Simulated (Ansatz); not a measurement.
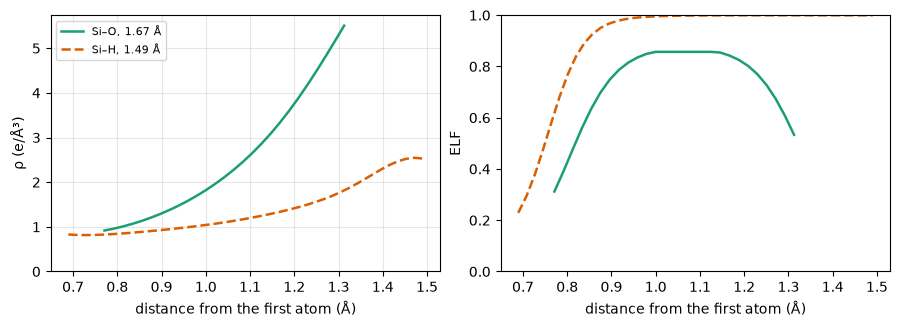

Figure 1: H₄OSi₂ (SMILES [SiH]O[SiH3]). Electron density and ELF along straight lines between neighbouring atoms. The curves leave out the atomic cores.

Geometry: PBE0-D3(BJ)/def2-SVP.

The calculation used isolated molecule in a Gaussian basis; Kohn-Sham density functional theory, functional PBE0 in Ansatz 0.2.0.

```json
{"atom": "O", "x (Å)": "0.6827", "y (Å)": "-0.0858", "z (Å)": "-0.6872"}
{"atom": "Si", "x (Å)": "1.3122", "y (Å)": "-1.5822", "z (Å)": "-1.0653"}
{"atom": "Si", "x (Å)": "-0.3885", "y (Å)": "0.7015", "z (Å)": "0.3292"}
{"atom": "H", "x (Å)": "-1.0338", "y (Å)": "-0.2845", "z (Å)": "1.2481"}
{"atom": "H", "x (Å)": "-1.4249", "y (Å)": "1.3785", "z (Å)": "-0.5006"}
{"atom": "H", "x (Å)": "0.3618", "y (Å)": "1.7184", "z (Å)": "1.1192"}
{"atom": "H", "x (Å)": "0.5179", "y (Å)": "-2.4104", "z (Å)": "-0.0129"}
```

Q: What can be read from the curves?

A: Si–O (1.67 Å): the density is about 1.1 e/Å³ at the midpoint; the ELF peaks at about 0.85 between the atoms; a polar covalent bond.
Si–H (1.49 Å): the density is about 0.82 e/Å³ at the midpoint; the ELF climbs to about 1 towards the hydrogen, as it does in any bond to H.
